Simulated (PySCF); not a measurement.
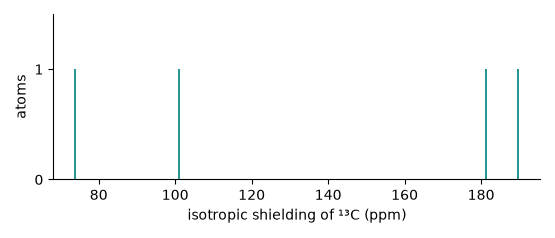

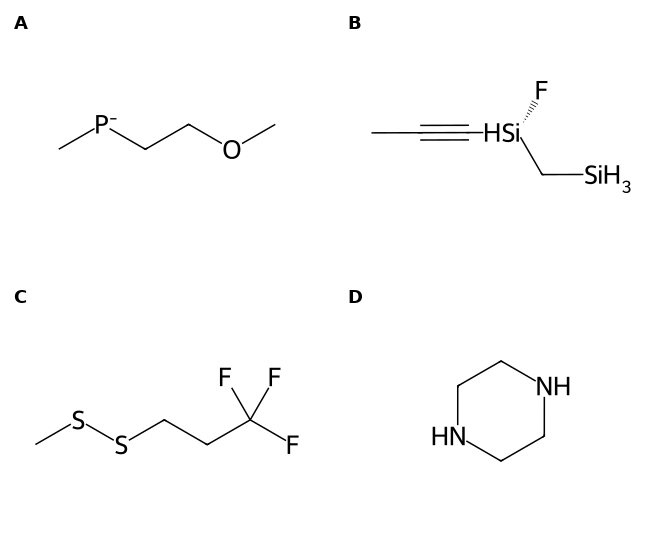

The sticks are computed shieldings of one of the molecules, for one fixed geometry (GFN2-xTB) without averaging over rotations. Low shielding means a high chemical shift. Method: GIAO PBE0/pcSseg-1 NMR shielding, non-relativistic, gas phase (PySCF 2.14.0).

**Match the spectrum to a structure.**

B, `CC#C[Si@H](F)C[SiH3]`. Its 4 C atoms give lines at 73.9, 101.1, 181.2, 189.7 ppm.

The geometry is semi-empirical. Around P, Si such bond lengths and angles can be off by a tenth of an ångström or more and by several degrees, and values that hang on the shape move with them.
